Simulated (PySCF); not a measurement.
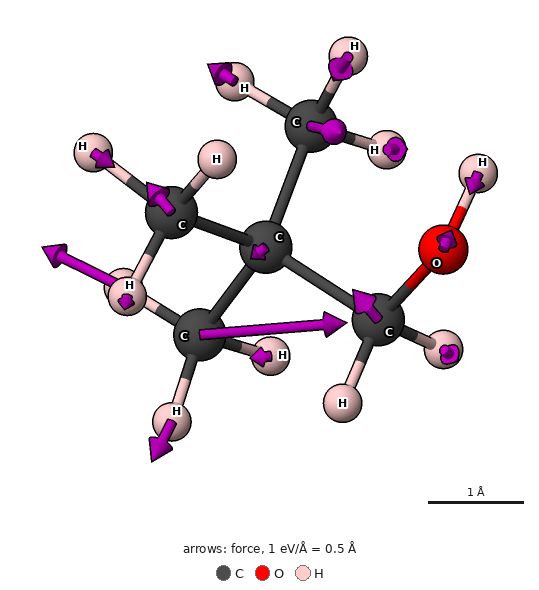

Starting geometry of C5H12O with the computed forces as purple arrows. A ball-and-stick model, seen from a free direction.

The start comes from GFN2-xTB. Its atoms were then displaced at random by about 0.01 Å.

Theory: PBE0-D3(BJ)/def2-TZVP geometry optimisation, gas phase (PySCF 2.14.0, density-fitted response routines). 

> Is this structure relaxed? If not, where do the atoms go?

It isn't relaxed: the largest force vector, on a C atom, is 3.19 eV/Å. The final displacements follow the starting forces only in part (cosine between the two patterns 0.36). An H atom moves most after the best rigid fit: 0.11 Å. By element the largest moves are H 0.11 Å, C 0.05 Å, O 0.02 Å. Near-neighbour distances that change, for instance: C–H 1.036 → 1.093 Å, C–H 1.127 → 1.094 Å, C–H 1.063 → 1.094 Å, C–C 1.551 → 1.524 Å. Among the angles between lasting bonds that change: C–C–H 107.1° → 111.3°, H–C–H 111.9° → 107.8°, H–C–H 110.6° → 107.7°. After 7 geometry steps the energy has fallen by 4.16 kcal/mol. The run took 11 min on 2 threads of Intel(R) Xeon(R) Processor @ 2.50GHz, with other jobs on the host.
